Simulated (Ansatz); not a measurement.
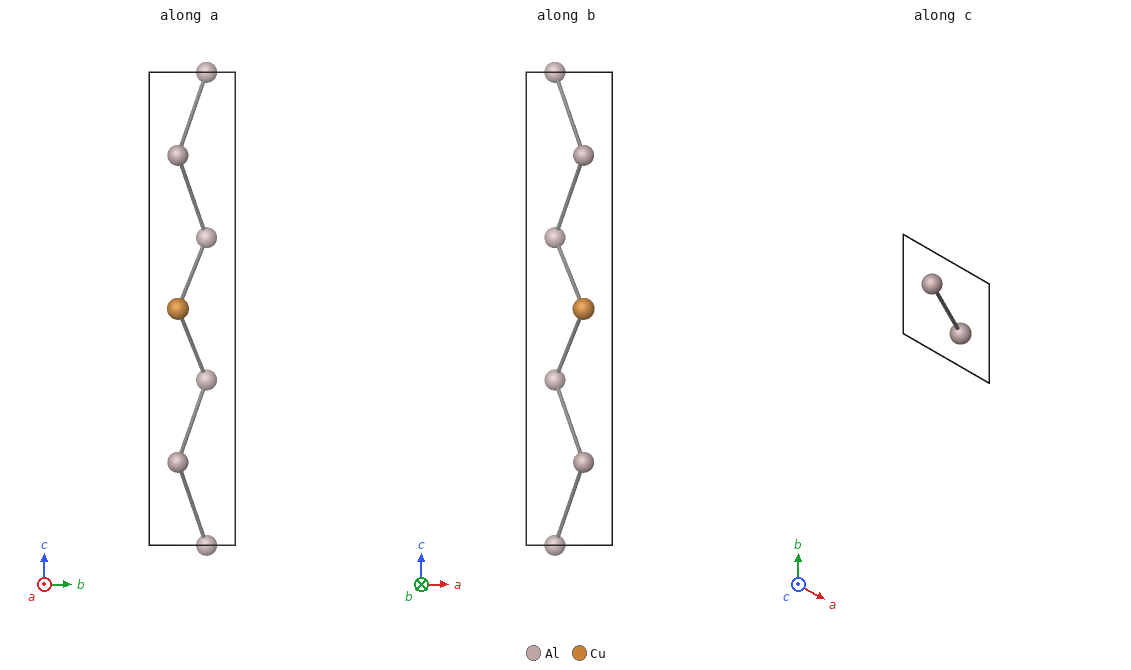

Ball-and-stick representation of a periodic structure, projected along the a axis, along the b axis and along the c axis. The conventional unit cell is outlined; an atom on or near a face, edge or corner is repeated at each equivalent position.

Lattice parameters: a = 2.8353 Å, b = 2.8353 Å, c = 13.5161 Å, α = 90.000°, β = 90.000°, γ = 120.000°.

Put the structure into a CIF in P1 with every atom of the cell, with free fractional coordinates to two decimals.

Answer.
```cif
data_structure
_symmetry_space_group_name_H-M 'P 1'
_symmetry_Int_Tables_number 1
_cell_length_a 2.8353
_cell_length_b 2.8353
_cell_length_c 13.5161
_cell_angle_alpha 90.000
_cell_angle_beta 90.000
_cell_angle_gamma 120.000
_cell_volume 94.10
loop_
_atom_site_label
_atom_site_type_symbol
_atom_site_fract_x
_atom_site_fract_y
_atom_site_fract_z
_atom_site_occupancy
Al1 Al 0.3333 0.6667 0.65 1
Al2 Al 0.3333 0.6667 0.00 1
Al3 Al 0.3333 0.6667 0.35 1
Al4 Al 0.6667 0.3333 0.82 1
Al5 Al 0.6667 0.3333 0.18 1
Cu1 Cu 0.6667 0.3333 0.50 1
```

The cell started as a structure type filled with these elements by a generator (whether the compound takes this form wasn't checked). Atoms and cell were optimised with DFT PBE, scalar-relativistic, plane waves, PAW (Ansatz 0.2.0).
